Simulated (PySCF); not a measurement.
# Run report: C$_{3}$H$_{11}$NOSi$_{3}$, geometry relaxation (part 1 of 2)

C$_{3}$H$_{11}$NOSi$_{3}$, computed with PBE0-D3(BJ)/def2-SVP geometry optimisation, gas phase (PySCF 2.14.0).

It belongs to a series of runs on one base structure; here: constitutional isomer.

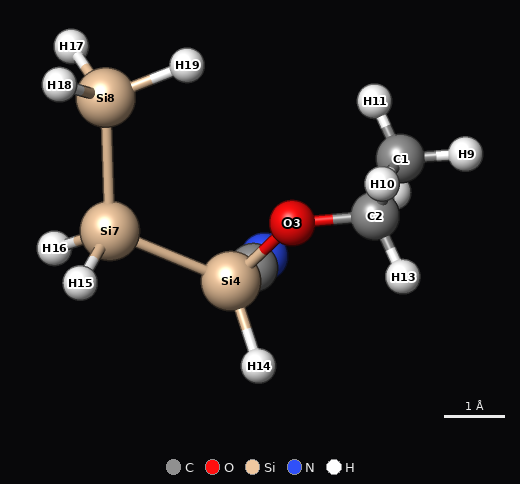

Fig. 1: The structure as given in the input (ball-and-stick view, seen at a tilt; atoms are numbered from 1 in the order of the input).

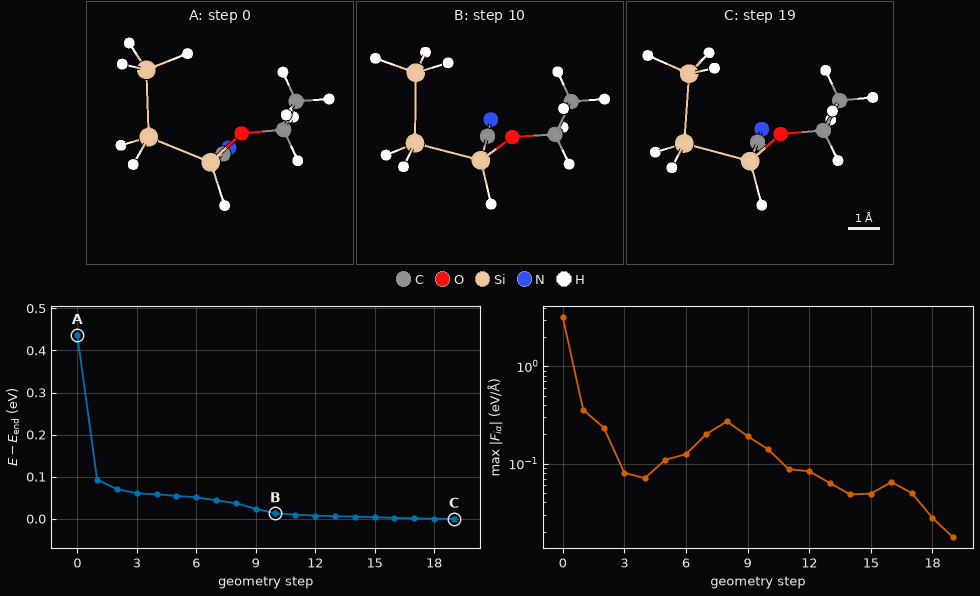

Fig. 2: Frames of the relaxation (ball-and-stick view, seen at a tilt) above the curves, on which the letters mark them (steps are counted from 0).

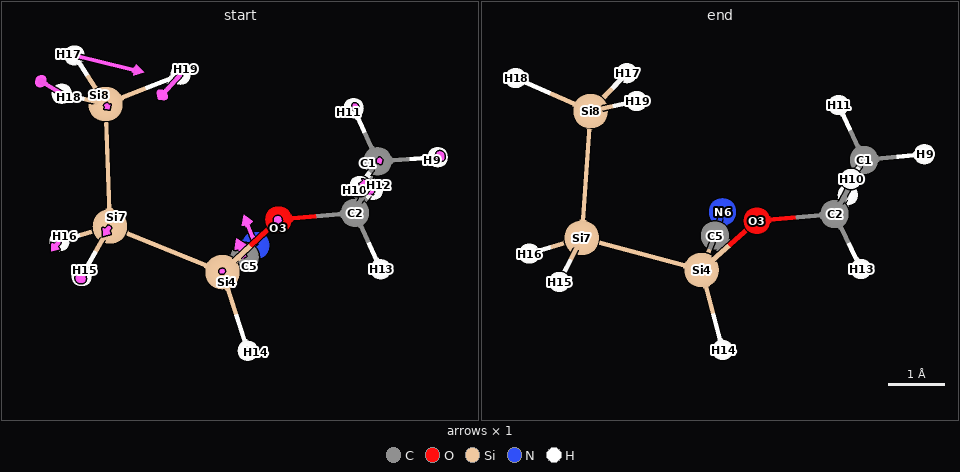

Fig. 3: Before (left) and after (right) the relaxation, at one scale (ball-and-stick view, seen at a tilt). The pink arrows give the displacements, at true length. The largest move after the best rigid fit is that of H17, 1.36 Å. By element the largest moves are H 1.36 Å, N 0.68 Å, C 0.46 Å, Si 0.28 Å, O 0.20 Å. Among the contacts that change: Si4–Si7 2.285 → 2.334 Å, C1–H11 1.055 → 1.100 Å, Si8–H17 1.452 → 1.494 Å, Si7–H16 1.464 → 1.495 Å. Among the angles that change: Si4–Si7–Si8 117.3° → 103.7°, C5–Si4–Si7 114.4° → 107.4°, H15–Si7–H16 102.5° → 109.3°. The energy falls by 0.436 eV in 19 geometry steps. The largest force component goes from 3.2 to 0.018 eV/Å. (Atoms are counted from 1 in the order of the input.)

The input that produced these results follows, with the program's output.

### Input
```
{"job": {"xc": "PBE0", "basis": "def2-SVP", "d3": "d3bj", "grid": 1, "shake": 0.01, "kind": "geom"}, "charge": 0, "multiplicity": 1}
C     -2.459970    -1.124950     1.059030
C     -1.988410    -0.548750    -0.271510
O     -0.787700     0.121730    -0.079630
Si     0.132870     1.045880    -1.090960
C      0.485430     0.045040    -2.647620
N      0.750400    -0.582990    -3.553490
Si     1.962230     1.412520     0.227970
Si     2.464650    -0.195380     1.815560
H     -3.418250    -1.624690     0.924550
H     -2.641410    -0.290870     1.771840
H     -1.754550    -1.787060     1.479710
H     -1.821490    -1.352290    -0.986340
H     -2.746430     0.160270    -0.701740
H     -0.755500     2.108610    -1.667160
H      1.784780     2.731460     0.849430
H      3.075560     1.643850    -0.693790
H      3.575940    -1.041190     1.418460
H      2.799850     0.386080     3.125000
H      1.311260    -1.100190     2.071780
```

The first line tells a small driver script what to run in PySCF; the rest is the geometry in Å.

Command:
```bash
OMP_NUM_THREADS=1 python <driver script> task.json out
```

### Output
```
step   0  E = -1118.29357230  max force = 0.062545
step   1  E = -1118.30618276  max force = 0.006925
step   2  E = -1118.30701144  max force = 0.004561
step   3  E = -1118.30738091  max force = 0.001565
step   4  E = -1118.30747023  max force = 0.001382
step   5  E = -1118.30761010  max force = 0.002133
step   6  E = -1118.30773204  max force = 0.002432
step   7  E = -1118.30799038  max force = 0.003927
step   8  E = -1118.30824776  max force = 0.005288
step   9  E = -1118.30872804  max force = 0.003721
step  10  E = -1118.30913161  max force = 0.002730
step  11  E = -1118.30924455  max force = 0.001710
step  12  E = -1118.30933346  max force = 0.001625
step  13  E = -1118.30938132  max force = 0.001234
step  14  E = -1118.30942160  max force = 0.000939
step  15  E = -1118.30946863  max force = 0.000959
step  16  E = -1118.30952604  max force = 0.001258
step  17  E = -1118.30957085  max force = 0.000970
step  18  E = -1118.30959923  max force = 0.000541
step  19  E = -1118.30961054  max force = 0.000343
optimisation converged
```

### Trajectory as extended XYZ (Å, eV, eV/Å), 20 frames, from step=0 to step=19
```
19
Properties=species:S:1:pos:R:3:forces:R:3 step=0 energy=-30430.31808
C    -2.4600   -1.1249    1.0590   -1.1592   1.9913  -0.7275
C    -1.9884   -0.5487   -0.2715   -0.7023   0.2258   0.3217
O    -0.7877    0.1217   -0.0796    0.6734   0.1715   0.5052
Si    0.1329    1.0459   -1.0910   -1.2239  -0.5533  -0.5794
C     0.4854    0.0450   -2.6476   -0.4940   2.0278   3.2162
N     0.7504   -0.5830   -3.5535    0.7645  -2.0167  -2.9700
Si    1.9622    1.4125    0.2280    0.3513   0.4388  -0.1658
Si    2.4646   -0.1954    1.8156   -0.7414  -0.3804   0.3197
H    -3.4183   -1.6247    0.9245   -0.2751  -0.3340  -0.0483
H    -2.6414   -0.2909    1.7718    0.1716  -0.2937  -0.1643
H    -1.7546   -1.7871    1.4797    1.1578  -1.0782   0.5760
H    -1.8215   -1.3523   -0.9863   -0.1282  -0.4260  -0.4753
H    -2.7464    0.1603   -0.7017    0.2052  -0.4687   0.2046
H    -0.7555    2.1086   -1.6672    0.3549   0.2764   0.1641
H     1.7848    2.7315    0.8494   -0.2136   0.4415   0.3931
H     3.0756    1.6439   -0.6938    0.6249  -0.0549  -0.3705
H     3.5759   -1.0412    1.4185    0.6744  -0.3733  -0.3949
H     2.7999    0.3861    3.1250    0.1406   0.4164   0.2916
H     1.3113   -1.1002    2.0718   -0.1808  -0.0102  -0.0962
19
Properties=species:S:1:pos:R:3:forces:R:3 step=1 energy=-30430.66123
C    -2.5611   -1.1430    1.0314    0.0012   0.1033   0.0990
C    -2.0317   -0.5703   -0.2605    0.1014   0.0006  -0.0586
O    -0.8054    0.0856   -0.0063    0.0560  -0.0215   0.1091
Si    0.1174    1.0118   -1.0214   -0.3536  -0.1938   0.0029
C     0.5461   -0.0008   -2.5339    0.0837  -0.1020  -0.1439
N     0.8255   -0.6412   -3.4622   -0.0507   0.0848   0.1421
Si    2.0315    1.4889    0.2032    0.2301   0.3561  -0.1474
Si    2.4843   -0.1857    1.7722   -0.1176  -0.1409   0.1183
H    -3.5232   -1.6476    0.8678    0.0049  -0.1128  -0.0450
H    -2.7357   -0.3368    1.7597    0.0644   0.0019   0.0281
H    -1.8426   -1.8562    1.4713   -0.1050   0.0640  -0.0864
H    -1.8643   -1.3758   -0.9990   -0.0583   0.0296  -0.0378
H    -2.7572    0.1429   -0.6983    0.0098  -0.0610   0.0030
H    -0.6742    2.1605   -1.5512    0.0784   0.0716  -0.0231
H     1.8447    2.8250    0.8454   -0.1178  -0.0034   0.1590
H     3.1713    1.6947   -0.7381    0.0741  -0.1183  -0.0822
H     3.6133   -1.0385    1.3088    0.0822  -0.0186  -0.0576
H     2.8423    0.4455    3.0742    0.0657   0.0507   0.0487
H     1.2897   -1.0512    1.9881   -0.0490   0.0097  -0.0282
19
Properties=species:S:1:pos:R:3:forces:R:3 step=2 energy=-30430.68378
C    -2.5821   -1.1532    1.0192   -0.0370   0.0460   0.0250
C    -2.0367   -0.5620   -0.2570    0.0111   0.0123  -0.0434
O    -0.8075    0.0797    0.0176    0.0363   0.0016   0.0762
Si    0.1108    1.0039   -1.0020   -0.1093  -0.0815  -0.0102
C     0.5410   -0.0192   -2.5084    0.0189  -0.0150  -0.0075
N     0.8194   -0.6671   -3.4302   -0.0097   0.0045   0.0208
Si    2.0486    1.5066    0.1969    0.1409   0.2345  -0.1013
Si    2.4993   -0.1751    1.7720   -0.0405  -0.0671   0.0598
H    -3.5434   -1.6552    0.8331    0.0230  -0.0323  -0.0100
H    -2.7481   -0.3649    1.7692    0.0264  -0.0096  -0.0080
H    -1.8747   -1.8835    1.4390   -0.0142  -0.0115  -0.0042
H    -1.8786   -1.3515   -1.0144   -0.0146   0.0045  -0.0113
H    -2.7544    0.1627   -0.6847   -0.0103   0.0037  -0.0126
H    -0.6597    2.1636   -1.5424    0.0284   0.0133   0.0020
H     1.8524    2.8372    0.8580   -0.0612  -0.0558   0.0620
H     3.1839    1.6841   -0.7636   -0.0152  -0.0679  -0.0024
H     3.6204   -1.0342    1.2861    0.0035   0.0042  -0.0117
H     2.8882    0.4595    3.0688    0.0279  -0.0043  -0.0129
H     1.2917   -1.0237    1.9941   -0.0043   0.0205  -0.0101
19
Properties=species:S:1:pos:R:3:forces:R:3 step=3 energy=-30430.69383
C    -2.6048   -1.1682    1.0001   -0.0059  -0.0062  -0.0313
C    -2.0418   -0.5416   -0.2517   -0.0387  -0.0140  -0.0391
O    -0.8085    0.0805    0.0525   -0.0083   0.0170   0.0622
Si    0.1085    0.9966   -0.9743    0.0805   0.0137  -0.0253
C     0.5369   -0.0480   -2.4663   -0.0125   0.0227   0.0363
N     0.8123   -0.7121   -3.3768    0.0101  -0.0286  -0.0289
Si    2.0686    1.5313    0.1895    0.0096   0.0225  -0.0092
Si    2.5160   -0.1622    1.7643    0.0128   0.0112  -0.0245
H    -3.5635   -1.6639    0.7850   -0.0001   0.0184   0.0094
H    -2.7669   -0.4057    1.7760   -0.0129   0.0017   0.0010
H    -1.9089   -1.9200    1.3981    0.0260  -0.0188   0.0151
H    -1.8876   -1.3086   -1.0328    0.0074  -0.0043  -0.0020
H    -2.7496    0.2010   -0.6662    0.0011   0.0138   0.0149
H    -0.6486    2.1588   -1.5275   -0.0212  -0.0110   0.0022
H     1.8631    2.8495    0.8713   -0.0128  -0.0265  -0.0019
H     3.1896    1.6758   -0.7917   -0.0198   0.0045   0.0151
H     3.6138   -1.0367    1.2498   -0.0232  -0.0062   0.0057
H     2.9499    0.4635    3.0516    0.0077  -0.0174  -0.0105
H     1.2923   -0.9823    2.0003    0.0003   0.0076   0.0106
19
Properties=species:S:1:pos:R:3:forces:R:3 step=4 energy=-30430.69626
C    -2.6121   -1.1739    0.9900    0.0112  -0.0224  -0.0182
C    -2.0436   -0.5286   -0.2495   -0.0265  -0.0122  -0.0269
O    -0.8091    0.0860    0.0689   -0.0159   0.0157   0.0451
Si    0.1104    0.9958   -0.9626    0.0711   0.0245  -0.0247
C     0.5390   -0.0633   -2.4442   -0.0071   0.0153   0.0169
N     0.8143   -0.7385   -3.3468    0.0070  -0.0172  -0.0140
Si    2.0743    1.5424    0.1894   -0.0189  -0.0394   0.0179
Si    2.5221   -0.1596    1.7565    0.0151   0.0170  -0.0301
H    -3.5708   -1.6643    0.7639   -0.0058   0.0177   0.0080
H    -2.7750   -0.4241    1.7781   -0.0123   0.0012  -0.0016
H    -1.9185   -1.9341    1.3776    0.0135  -0.0054   0.0100
H    -1.8890   -1.2836   -1.0424    0.0061   0.0006   0.0014
H    -2.7478    0.2230   -0.6536    0.0006   0.0121   0.0118
H    -0.6507    2.1518   -1.5236   -0.0159  -0.0126  -0.0036
H     1.8666    2.8552    0.8785   -0.0031  -0.0065  -0.0103
H     3.1877    1.6796   -0.7998   -0.0052   0.0266   0.0106
H     3.6006   -1.0477    1.2258   -0.0199  -0.0104   0.0006
H     2.9825    0.4543    3.0398    0.0066  -0.0111  -0.0058
H     1.2898   -0.9627    2.0051   -0.0006   0.0066   0.0132
19
Properties=species:S:1:pos:R:3:forces:R:3 step=5 energy=-30430.70007
C    -2.6237   -1.1856    0.9673    0.0233  -0.0290   0.0093
C    -2.0495   -0.4954   -0.2447    0.0116  -0.0063   0.0110
O    -0.8136    0.1055    0.1022   -0.0187   0.0184  -0.0074
Si    0.1154    0.9972   -0.9405    0.0069   0.0173  -0.0086
C     0.5503   -0.0972   -2.3946    0.0047  -0.0064  -0.0195
N     0.8299   -0.7993   -3.2754    0.0004   0.0097   0.0171
Si    2.0813    1.5632    0.1946   -0.0403  -0.1097   0.0421
Si    2.5324   -0.1602    1.7368    0.0122   0.0104  -0.0159
H    -3.5831   -1.6640    0.7208   -0.0080   0.0052  -0.0009
H    -2.7897   -0.4653    1.7819   -0.0029   0.0021  -0.0020
H    -1.9322   -1.9611    1.3302   -0.0114   0.0158  -0.0053
H    -1.8930   -1.2210   -1.0646   -0.0027   0.0066   0.0001
H    -2.7492    0.2747   -0.6212   -0.0012  -0.0001   0.0038
H    -0.6557    2.1351   -1.5250    0.0067  -0.0067  -0.0152
H     1.8726    2.8665    0.8972    0.0044   0.0216  -0.0123
H     3.1795    1.6963   -0.8094    0.0206   0.0537   0.0038
H     3.5558   -1.0847    1.1631   -0.0109  -0.0131  -0.0132
H     3.0624    0.4219    3.0074    0.0098   0.0038  -0.0010
H     1.2811   -0.9190    2.0250   -0.0045   0.0065   0.0142
19
Properties=species:S:1:pos:R:3:forces:R:3 step=6 energy=-30430.70339
C    -2.6328   -1.1947    0.9440    0.0179  -0.0198   0.0284
C    -2.0597   -0.4588   -0.2412    0.0420   0.0002   0.0486
O    -0.8236    0.1315    0.1296   -0.0171   0.0231  -0.0670
Si    0.1196    1.0009   -0.9232   -0.0499  -0.0027   0.0170
C     0.5693   -0.1309   -2.3442    0.0083  -0.0241  -0.0345
N     0.8594   -0.8611   -3.1986   -0.0024   0.0282   0.0327
Si    2.0824    1.5791    0.2065   -0.0377  -0.1251   0.0370
Si    2.5410   -0.1679    1.7169    0.0054  -0.0008   0.0042
H    -3.5928   -1.6628    0.6811   -0.0050  -0.0080  -0.0090
H    -2.8011   -0.5047    1.7841    0.0080   0.0010  -0.0027
H    -1.9399   -1.9819    1.2792   -0.0258   0.0236  -0.0137
H    -1.9023   -1.1534   -1.0875   -0.0083   0.0092  -0.0014
H    -2.7592    0.3260   -0.5864   -0.0015  -0.0091  -0.0062
H    -0.6547    2.1198   -1.5394    0.0268   0.0020  -0.0215
H     1.8739    2.8740    0.9223    0.0016   0.0314  -0.0043
H     3.1692    1.7215   -0.8077    0.0352   0.0613   0.0021
H     3.4952   -1.1307    1.0906   -0.0058  -0.0123  -0.0240
H     3.1531    0.3784    2.9659    0.0152   0.0136   0.0000
H     1.2737   -0.8763    2.0590   -0.0068   0.0082   0.0144
19
Properties=species:S:1:pos:R:3:forces:R:3 step=7 energy=-30430.71042
C    -2.6523   -1.2083    0.8806   -0.0042   0.0066   0.0538
C    -2.0916   -0.3642   -0.2363    0.0874   0.0104   0.1307
O    -0.8600    0.2089    0.1859   -0.0012   0.0298  -0.2019
Si    0.1286    1.0123   -0.8857   -0.1498  -0.0467   0.0886
C     0.6254   -0.2154   -2.2085    0.0069  -0.0511  -0.0366
N     0.9506   -1.0158   -2.9840   -0.0094   0.0643   0.0348
Si    2.0770    1.6106    0.2488   -0.0120  -0.1040  -0.0048
Si    2.5600   -0.2001    1.6654   -0.0123  -0.0176   0.0487
H    -3.6105   -1.6583    0.5824    0.0040  -0.0309  -0.0250
H    -2.8280   -0.5942    1.7766    0.0291  -0.0021  -0.0024
H    -1.9493   -2.0132    1.1467   -0.0438   0.0277  -0.0229
H    -1.9296   -0.9806   -1.1405   -0.0180   0.0079  -0.0014
H    -2.7987    0.4431   -0.5050    0.0000  -0.0241  -0.0289
H    -0.6337    2.0835   -1.5945    0.0628   0.0191  -0.0292
H     1.8673    2.8813    1.0034   -0.0114   0.0319   0.0198
H     3.1410    1.7958   -0.7821    0.0550   0.0581   0.0042
H     3.2988   -1.2464    0.8995   -0.0061  -0.0084  -0.0397
H     3.3956    0.2403    2.8227    0.0299   0.0184  -0.0031
H     1.2799   -0.7718    2.1757   -0.0067   0.0108   0.0153
19
Properties=species:S:1:pos:R:3:forces:R:3 step=8 energy=-30430.71742
C    -2.6584   -1.2059    0.8339   -0.0236   0.0325   0.0611
C    -2.1199   -0.2928   -0.2390    0.1043   0.0106   0.1687
O    -0.8982    0.2846    0.2107    0.0213   0.0219  -0.2719
Si    0.1357    1.0292   -0.8643   -0.1966  -0.0711   0.1388
C     0.6736   -0.2686   -2.1012   -0.0029  -0.0565  -0.0319
N     1.0306   -1.1167   -2.8090   -0.0102   0.0611   0.0082
Si    2.0661    1.6245    0.2966    0.0216  -0.0297  -0.0541
Si    2.5644   -0.2445    1.6203   -0.0220  -0.0251   0.0806
H    -3.6108   -1.6560    0.5176    0.0110  -0.0388  -0.0303
H    -2.8421   -0.6411    1.7604    0.0371  -0.0074   0.0022
H    -1.9391   -2.0093    1.0562   -0.0431   0.0194  -0.0239
H    -1.9514   -0.8586   -1.1747   -0.0159   0.0093  -0.0001
H    -2.8428    0.5142   -0.4600   -0.0003  -0.0230  -0.0398
H    -0.5923    2.0660   -1.6545    0.0713   0.0311  -0.0220
H     1.8537    2.8686    1.0933   -0.0268   0.0159   0.0395
H     3.1209    1.8653   -0.7337    0.0542   0.0317   0.0119
H     3.0774   -1.3390    0.7457   -0.0040  -0.0058  -0.0396
H     3.5897    0.0845    2.6555    0.0310   0.0181  -0.0094
H     1.3139   -0.6967    2.2975   -0.0063   0.0058   0.0121
```
